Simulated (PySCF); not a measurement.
# 3-amino-1-propanol: NMR shifts and electronic excitations at several levels of theory, part 2 of 2

PySCF 2.14.0. Atoms count from 0. The steps go on from the part before.

## Step 4: TDDFT and polarisability: PBE0/aug-cc-pVTZ

Job settings and geometry (Å):

```
{"job": {"kind": "uv", "xc": "PBE0", "basis": "aug-cc-pVTZ", "ip": false, "dynamic": true}, "charge": 0, "multiplicity": 1}
N      0.721476     1.080529    -0.974950
C      0.885762    -0.325338    -0.598999
C      0.198367    -0.622873     0.723608
C     -1.302052    -0.380475     0.691663
O     -1.640644     0.972918     0.520077
H      1.277632     1.675180    -0.371729
H      1.033452     1.241605    -1.923766
H      1.940048    -0.631661    -0.546437
H      0.420393    -0.930380    -1.384188
H      0.644743    -0.015374     1.520024
H      0.385821    -1.670676     0.982739
H     -1.744971    -1.002833    -0.104242
H     -1.748161    -0.705507     1.635913
H     -1.052623     1.301752    -0.181812
```

Method: TDDFT PBE0/aug-cc-pVTZ, vertical, gas phase, core orbitals frozen in the response.

The program printed:

```text
coarse grid: 10992 points
cycle   1  E = -249.4344187213  dE =  4.426e-01  |g| = 6.765e-01  |ddm| = 7.557e+00
cycle   2  E = -249.3312695599  dE =  1.031e-01  |g| = 1.018e+00  |ddm| = 2.715e+00
cycle   3  E = -249.5231834861  dE = -1.919e-01  |g| = 8.521e-02  |ddm| = 1.647e+00
cycle   4  E = -249.5242458584  dE = -1.062e-03  |g| = 4.307e-02  |ddm| = 1.884e-01
cycle   5  E = -249.5246291660  dE = -3.833e-04  |g| = 9.491e-03  |ddm| = 7.778e-02
cycle   6  E = -249.5246465273  dE = -1.736e-05  |g| = 2.393e-03  |ddm| = 1.503e-02
cycle   7  E = -249.5246476841  dE = -1.157e-06  |g| = 6.463e-04  |ddm| = 4.498e-03
final grid: 104176 points
cycle   8  E = -249.5132653866  dE = -1.233e-04  |g| = 1.053e-02  |ddm| = 4.845e-01
cycle   9  E = -249.5132451926  dE =  2.019e-05  |g| = 1.463e-02  |ddm| = 4.106e-02
cycle  10  E = -249.5132875150  dE = -4.232e-05  |g| = 1.282e-03  |ddm| = 2.055e-02
cycle  11  E = -249.5132877803  dE = -2.653e-07  |g| = 4.451e-04  |ddm| = 2.485e-03
cycle  12  E = -249.5132878217  dE = -4.147e-08  |g| = 7.153e-05  |ddm| = 8.568e-04
cycle  13  E = -249.5132878228  dE = -1.023e-09  |g| = 2.172e-05  |ddm| = 1.642e-04
cycle  14  E = -249.5132878229  dE = -8.868e-11  |g| = 7.315e-06  |ddm| = 3.814e-05
converged SCF energy = -249.5132878229

Static polarisability (au): isotropic 54.131, principal 48.841 55.135 58.417

Singlet excitations
state   eV       nm        f      main configurations
  1   5.8022    213.7   0.00760   H->L 0.71, H-1->L 0.24
  2   6.1621    201.2   0.00345   H-1->L 0.68, H->L 0.25
  3   6.4822    191.3   0.01502   H->L+1 0.81, H->L+2 0.10
  4   6.5597    189.0   0.00857   H->L+2 0.79, H->L+1 0.10
  5   6.6819    185.6   0.02934   H-1->L+1 0.75, H->L+3 0.13
  6   6.7961    182.4   0.01628   H-1->L+2 0.79, H->L+3 0.08
  7   6.8386    181.3   0.00372   H->L+3 0.70, H-1->L+1 0.17
  8   7.0228    176.5   0.01821   H-1->L+3 0.89
  9   7.3184    169.4   0.00336   H->L+4 0.90
 10   7.4597    166.2   0.00682   H->L+5 0.75, H->L+7 0.10

Triplet excitations (Tamm-Dancoff, eV): 5.6205 6.0958 6.4142 6.4847
```

Run time: 2.2 min. Hardware: 2 threads of Intel Xeon at 2.50GHz, shared host; peak memory 2 GiB.

The orbitals next to the gap, with their largest atomic shares:

| orbital | eV | atoms |
| --- | --- | --- |
| HOMO−3 | -9.82 | C2 25 %, C1 22 %, H9 11 % |
| HOMO−2 | -9.26 | O4 33 %, C3 17 %, N0 12 % |
| HOMO−1 | -7.38 | O4 32 %, N0 23 %, C3 13 % |
| HOMO | -7.16 | O4 37 %, N0 19 %, C3 11 % |
| LUMO | -0.29 | H6 24 %, H5 18 %, H7 17 % |
| LUMO+1 | 0.21 | H10 21 %, C1 12 %, H5 11 % |
| LUMO+2 | 0.31 | C1 18 %, H9 16 %, H8 12 % |

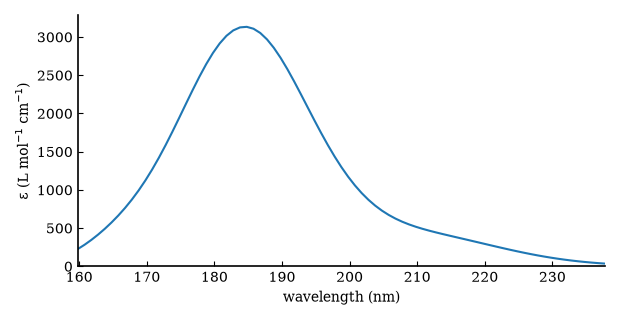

Absorption spectrum: each of the 10 states is a Gaussian band of 0.4 eV half-width at 1/e. Beyond the last state computed it falls off for lack of states.

Further results of this job:

| property | computed | measured |
| --- | --- | --- |
| dipole moment (D) | 3.44 | 2.69 |
| polarisability (Å³) | 8.02 | – |
| HOMO–LUMO gap (eV) | 6.87 | – |
| −ε(HOMO) (eV) | 7.16 | – |
| C6 with itself (au) | 1327 | – |

Measured: unstated (gas or solution; conformer average); Muller, Mokrushina, Arlt, J. Chem. Eng. Data 57 (2012) 1231, supporting information.

## Step 5: TDDFT and polarisability: CAM-B3LYP/aug-cc-pVTZ

The job, as its differences from that of step 4:

```diff
@@ -1,2 +1,2 @@
-{"job": {"kind": "uv", "xc": "PBE0", "basis": "aug-cc-pVTZ", "ip": false, "dynamic": true}, "charge": 0, "multiplicity": 1}
+{"job": {"kind": "uv", "xc": "CAM-B3LYP", "basis": "aug-cc-pVTZ", "ip": false, "dynamic": false}, "charge": 0, "multiplicity": 1}
 N      0.721476     1.080529    -0.974950
```

Method: TDDFT CAM-B3LYP/aug-cc-pVTZ, vertical, gas phase, core orbitals frozen in the response.

The program printed:

```text
coarse grid: 10992 points
cycle   1  E = -249.6019328434  dE =  5.501e-01  |g| = 6.934e-01  |ddm| = 7.755e+00
cycle   2  E = -249.5600784430  dE =  4.185e-02  |g| = 8.871e-01  |ddm| = 2.226e+00
cycle   3  E = -249.6920745787  dE = -1.320e-01  |g| = 6.384e-02  |ddm| = 1.133e+00
cycle   4  E = -249.6926472374  dE = -5.727e-04  |g| = 3.207e-02  |ddm| = 1.392e-01
cycle   5  E = -249.6928482238  dE = -2.010e-04  |g| = 8.101e-03  |ddm| = 5.944e-02
cycle   6  E = -249.6928607895  dE = -1.257e-05  |g| = 1.810e-03  |ddm| = 1.340e-02
cycle   7  E = -249.6928614861  dE = -6.966e-07  |g| = 5.355e-04  |ddm| = 3.836e-03
final grid: 104176 points
cycle   8  E = -249.6869958610  dE = -9.004e-05  |g| = 4.491e-03  |ddm| = 3.963e-01
cycle   9  E = -249.6869967119  dE = -8.509e-07  |g| = 4.054e-03  |ddm| = 2.926e-02
cycle  10  E = -249.6870003674  dE = -3.655e-06  |g| = 5.038e-04  |ddm| = 7.289e-03
cycle  11  E = -249.6870004045  dE = -3.718e-08  |g| = 3.122e-04  |ddm| = 1.496e-03
cycle  12  E = -249.6870004216  dE = -1.710e-08  |g| = 4.984e-05  |ddm| = 5.360e-04
cycle  13  E = -249.6870004222  dE = -5.610e-10  |g| = 1.482e-05  |ddm| = 1.310e-04
converged SCF energy = -249.6870004222

Static polarisability (au): isotropic 53.629, principal 48.626 54.548 57.714

Singlet excitations
state   eV       nm        f      main configurations
  1   5.9688    207.7   0.01043   H->L 0.58, H-1->L 0.23
  2   6.6322    186.9   0.00444   H-1->L 0.41, H->L 0.21, H-1->L+3 0.11
  3   6.8111    182.0   0.00668   H->L+2 0.56, H->L+1 0.14, H-1->L+2 0.10
  4   6.9193    179.2   0.02859   H->L+1 0.48, H->L+2 0.16
  5   7.0924    174.8   0.03072   H-1->L+1 0.43, H-1->L+2 0.13, H->L+3 0.10
  6   7.2196    171.7   0.01360   H-1->L+2 0.53, H->L+2 0.12
  7   7.2754    170.4   0.00759   H->L+3 0.41, H-1->L+1 0.22
  8   7.3925    167.7   0.02096   H-1->L+3 0.53, H->L+6 0.08
  9   7.7357    160.3   0.00336   H->L+4 0.59
 10   7.8860    157.2   0.00478   H->L+5 0.66

Triplet excitations (Tamm-Dancoff, eV): 5.7763 6.5434 6.7447 6.8243
```

Run time: 2.5 min. Hardware: 2 threads of Intel Xeon at 2.50GHz, shared host; peak memory 2.2 GiB.

This run: HOMO -8.63 eV, LUMO 0.07 eV; lowest singlet 5.97 eV.

## Step 6: Excited states and response: wB97X-D/aug-cc-pVTZ

The job, as its differences from that of step 5:

```diff
@@ -1,2 +1,2 @@
-{"job": {"kind": "uv", "xc": "CAM-B3LYP", "basis": "aug-cc-pVTZ", "ip": false, "dynamic": false}, "charge": 0, "multiplicity": 1}
+{"job": {"kind": "uv", "xc": "wB97X-D", "basis": "aug-cc-pVTZ", "ip": true, "dynamic": false}, "charge": 0, "multiplicity": 1}
 N      0.721476     1.080529    -0.974950
```

With the program's defaults for keys left out, this is: TDDFT wB97X-D/aug-cc-pVTZ, vertical, gas phase, core orbitals frozen in the response.

The program printed:

```text
coarse grid: 10992 points
cycle   1  E = -249.6448914558  dE =  5.780e-01  |g| = 6.861e-01  |ddm| = 8.304e+00
cycle   2  E = -249.6319005669  dE =  1.299e-02  |g| = 7.925e-01  |ddm| = 2.771e+00
cycle   3  E = -249.7341692801  dE = -1.023e-01  |g| = 5.404e-02  |ddm| = 1.039e+00
cycle   4  E = -249.7346432426  dE = -4.740e-04  |g| = 2.653e-02  |ddm| = 1.647e-01
cycle   5  E = -249.7347811189  dE = -1.379e-04  |g| = 7.509e-03  |ddm| = 8.001e-02
cycle   6  E = -249.7347928700  dE = -1.175e-05  |g| = 1.528e-03  |ddm| = 2.225e-02
cycle   7  E = -249.7347934836  dE = -6.135e-07  |g| = 6.046e-04  |ddm| = 6.548e-03
final grid: 104176 points
cycle   8  E = -249.7229301922  dE = -2.269e-04  |g| = 6.175e-03  |ddm| = 6.378e-01
cycle   9  E = -249.7229331092  dE = -2.917e-06  |g| = 5.411e-03  |ddm| = 5.887e-02
cycle  10  E = -249.7229384992  dE = -5.390e-06  |g| = 8.063e-04  |ddm| = 9.255e-03
cycle  11  E = -249.7229386399  dE = -1.407e-07  |g| = 3.529e-04  |ddm| = 4.927e-03
cycle  12  E = -249.7229386640  dE = -2.410e-08  |g| = 9.484e-05  |ddm| = 9.665e-04
cycle  13  E = -249.7229386663  dE = -2.311e-09  |g| = 2.976e-05  |ddm| = 3.852e-04
cycle  14  E = -249.7229386666  dE = -2.850e-10  |g| = 1.007e-05  |ddm| = 1.624e-04
converged SCF energy = -249.7229386666

Static polarisability (au): isotropic 53.643, principal 48.706 54.542 57.680

Singlet excitations
state   eV       nm        f      main configurations
  1   6.1152    202.7   0.01111   H->L 0.50, H-1->L 0.23, H->L+9 0.09
  2   6.7501    183.7   0.00513   H-1->L 0.28, H->L 0.15, H-1->L+3 0.15
  3   6.9201    179.2   0.00598   H->L+2 0.62, H-1->L+2 0.12
  4   7.0397    176.1   0.03137   H->L+1 0.54
  5   7.1992    172.2   0.03476   H-1->L+2 0.33, H-1->L+1 0.21
  6   7.3027    169.8   0.00722   H-1->L+2 0.27, H-1->L+1 0.22, H->L+3 0.10
  7   7.4008    167.5   0.00792   H->L+3 0.31, H-1->L+1 0.15
  8   7.4936    165.5   0.01649   H-1->L+3 0.34, H-1->L 0.15, H->L+6 0.11
  9   7.8387    158.2   0.00313   H->L+4 0.48
 10   7.9594    155.8   0.00191   H->L+5 0.63

Triplet excitations (Tamm-Dancoff, eV): 5.9573 6.6693 6.8515 6.9350
Vertical ionisation energy (delta-SCF) = 9.4276 eV
```

Run time: 11 min. Hardware: 2 threads of Intel Xeon at 2.50GHz, shared host; peak memory 2.7 GiB.

This run: HOMO -9.07 eV, LUMO 0.70 eV; lowest singlet 6.12 eV.

## Step 7: Side by side: electronic excitations

Excitations and ground-state properties, with basis size and wall time:

| run | lowest singlet (eV) | brightest (eV) | f | gap (eV) | α (Å³) | μ (D) | functions | time |
| --- | --- | --- | --- | --- | --- | --- | --- | --- |
| PBE0/aug-cc-pVTZ | 5.80 | 6.68 | 0.029 | 6.87 | 8.02 | 3.44 | 437 | 2.2 min |
| CAM-B3LYP/aug-cc-pVTZ | 5.97 | 7.09 | 0.031 | 8.70 | 7.95 | 3.53 | 437 | 2.5 min |
| wB97X-D/aug-cc-pVTZ | 6.12 | 7.20 | 0.035 | 9.77 | 7.95 | 3.48 | 437 | 11 min |

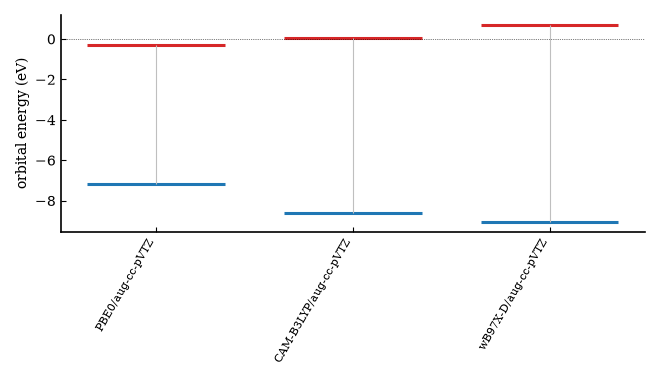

HOMO (blue) and LUMO (red) run by run.

Measured dipole: 2.69 D (unstated (gas or solution; conformer average); Muller, Mokrushina, Arlt, J. Chem. Eng. Data 57 (2012) 1231, supporting information).

## Step 8: Outcome

This closing draws on all 2 parts.

| quantity | value |
| --- | --- |
| point group | C1 |
| rotational constants (main isotopes) | 7.46, 3.97, 2.88 GHz |
| ¹³C shifts against TMS (PBE0/pcSseg-2) | 71.4, 50.0, 37.0 ppm |
| ¹H shifts against TMS (PBE0/pcSseg-2, means over atoms taken as alike) | 5.10, 3.90, 3.12, 1.53, 0.84 ppm |
| ¹⁵N shifts against NH3 (PBE0/pcSseg-2) | 40.7 ppm |
| ¹⁷O shifts against H2O (PBE0/pcSseg-2) | 48.8 ppm |
| lowest singlet (PBE0/aug-cc-pVTZ) | 5.80 eV (214 nm), f = 0.008 |
| brightest single state of those computed | state 5, 6.68 eV, f = 0.029 |
| lowest triplet | 5.62 eV |
| range of the lowest singlet | 5.80 to 6.12 eV |

What this shows: Single values in the summary come from the first run of each kind that ended normally (PBE0/pcSseg-2; PBE0/aug-cc-pVTZ), which need not be the best level. Relaxing lowered the energy by 0.105 eV in 7 steps; the close pair that moved most is C2–C3, from 1.480 to 1.520 Å. C3 (sp3 CH2 bonded to O) lies farthest downfield among carbon, at 71.4 ppm; pulled downfield by the heteroatom. At PBE0/pcSseg-2: The largest span, 73 ppm, is at O4, where the paramagnetic term is -104 ppm. The first singlet state (HOMO→LUMO 0.71, HOMO−1→LUMO 0.24) lies at 5.80 eV and is weak; of the 10 states computed, the strongest absorption comes from state 5 at 6.68 eV. The lowest triplet lies 0.18 eV below the lowest singlet (triplets in Tamm-Dancoff, singlets in full TDDFT). The dipole moment, 3.44 D, compares with 2.69 D measured (one conformer here). The lowest singlet runs from 5.80 eV (PBE0/aug-cc-pVTZ) to 6.12 eV (wB97X-D/aug-cc-pVTZ), while the orbital gap spans 6.87 to 9.77 eV: the excitation energy moves far less from run to run than the orbital gap does. The lowest state need not be the same one in every run.
